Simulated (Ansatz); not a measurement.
**C2H6AlN: single-point calculation**

The run: single-point calculation of C2H6AlN. Method and program: RHF-CCSD(T), frozen core/def2-TZVPP (Ansatz 0.2.0).

The geometry comes from this level: PBE0-D4/def2-TZVP.

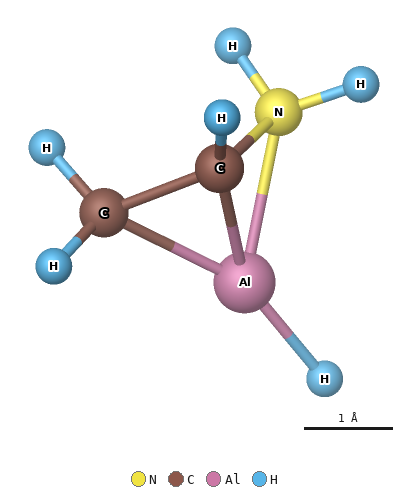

**Figure 1.** The input geometry (ball-and-stick view, seen at a tilt). Sticks mark near contacts. Bond lengths as drawn: Al–C 1.89 to 1.93 Å, Al–H 1.57 Å, Al–N 1.99 Å, C–C 1.54 Å, C–H 1.09 to 1.10 Å, C–N 1.51 Å and H–N 1.01 to 1.02 Å.

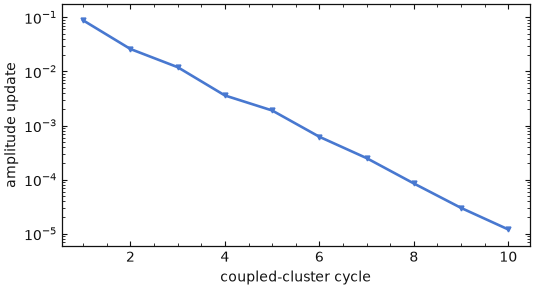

**Figure 2.** Convergence of the coupled-cluster equations: amplitude update against the coupled-cluster cycle. The residual falls at every step.

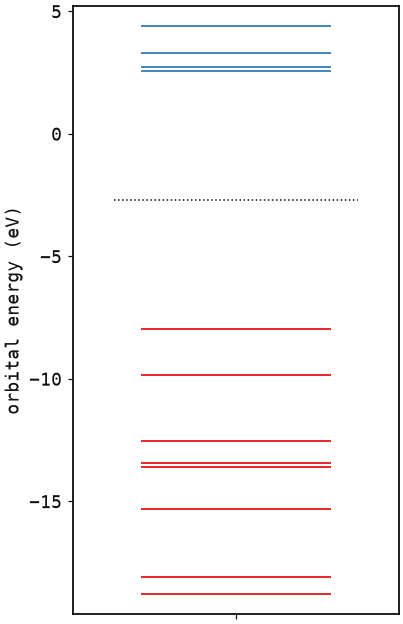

**Figure 3.** Orbital energies near the frontier; the dotted line parts filled from empty levels, and levels within 0.02 eV of each other stand side by side. Highest filled −7.99 eV, lowest empty 2.56 eV, 10.55 eV apart.

These pictures come from the run below.

**The input**
```yaml
crystal:
  periodic: [false, false, false]
  atoms:
    - {symbol: N, position_ang: [-0.921486, 0.712204, -0.212404]}
    - {symbol: C, position_ang: [0.411457, 0.518297, 0.462328]}
    - {symbol: C, position_ang: [0.503040, -1.012056, 0.572535]}
    - {symbol: Al, position_ang: [0.432805, -0.322019, -1.232581]}
    - {symbol: H, position_ang: [-1.105156, 1.679600, -0.444785]}
    - {symbol: H, position_ang: [-1.723739, 0.323854, 0.284153]}
    - {symbol: H, position_ang: [0.603479, 1.173487, 1.307484]}
    - {symbol: H, position_ang: [-0.301643, -1.525312, 1.115490]}
    - {symbol: H, position_ang: [1.476763, -1.343280, 0.931939]}
    - {symbol: H, position_ang: [0.707679, -0.255873, -2.781159]}
basis:
  gaussian: {orbitals: def2-TZVPP}
correlation: {method: ccsd_t}
output: {orbitals: {seedname: orbitals}}
```

Launched with:
```bash
ansatz run in.yaml --threads 2 --pin off --events-out ev --progress --plain --max-ram 4352MiB
```

**Output**
```
Functional definition: HF
  name "HF"
  cite "Fock, Z. Phys. 61, 126 (1930) doi:10.1007/BF01340294"
  parent pbe
  exchange = exact_x
  correlation = 0
1284 factors; integrals over basis functions are off by at most 1.5e-3 eV
mean field evaluation 1: about -10215.0279 eV, gradient 4.3e1 eV
mean field evaluation 2: about -10215.2429 eV, gradient 4.3e1 eV
mean field evaluation 4: about -10220.0502 eV, gradient 3.9e0 eV
mean field evaluation 8: about -10220.1259 eV, gradient 2.5e-1 eV
mean field evaluation 16: about -10215.0286 eV, gradient 4.3e1 eV
mean field -10220.12618179 eV, -375.5827097303 hartree, gradient 2.2e-6 eV, S^2 0.000000; 0 other end points of the search recorded, 0 dependent functions left out
8 core orbitals not correlated: weight in the atoms' cores, before any rotation towards them, 1.000 or more for the frozen orbitals, at most 0.000 for the correlated occupied ones
reference -10220.12618179 eV, -375.5827097303 hartree; 11, 11 occupied and 200, 200 virtual orbitals, 1284 factors
second order -17.39029247 eV of doubles, -0.00000000 eV of singles
cycle   1  -17.74810661 eV  change   -3.6e-1 eV  update   8.8e-2
cycle   2  -18.20250974 eV  change   -4.5e-1 eV  update   2.6e-2
cycle   3  -18.28129704 eV  change   -7.9e-2 eV  update   1.2e-2
cycle   4  -18.27407341 eV  change    7.2e-3 eV  update   3.6e-3
cycle   5  -18.27498047 eV  change   -9.1e-4 eV  update   1.9e-3
cycle   6  -18.27497044 eV  change    1.0e-5 eV  update   6.2e-4
cycle   7  -18.27464892 eV  change    3.2e-4 eV  update   2.5e-4
cycle   8  -18.27469216 eV  change   -4.3e-5 eV  update   8.5e-5
cycle   9  -18.27470224 eV  change   -1.0e-5 eV  update   3.0e-5
cycle  10  -18.27468679 eV  change    1.5e-5 eV  update   1.2e-5
perturbative correction -0.78358999 eV, -0.0287964008 hartree
Total energy: -10239.18445856 eV, -376.2830884837 hartree
```

**Key numbers**

| quantity | value |
| --- | --- |
| outcome | converged |
| total energy | −10239.1845 eV |
| mean-field energy | −10220.1262 eV |
| CCSD correlation | −18.2747 eV |
| (T) correction | −0.7836 eV |
| T1 diagnostic | 0.011 |
| SCF solution under orbital rotations | stable |
| HOMO | −7.99 eV |
| LUMO | 2.56 eV |
| hardware | 2 threads of AMD EPYC, 23 GiB of memory available, shared host |
| wall time | 58 s (CPU time 1.9 min) |
| peak memory | 3.3 GiB |
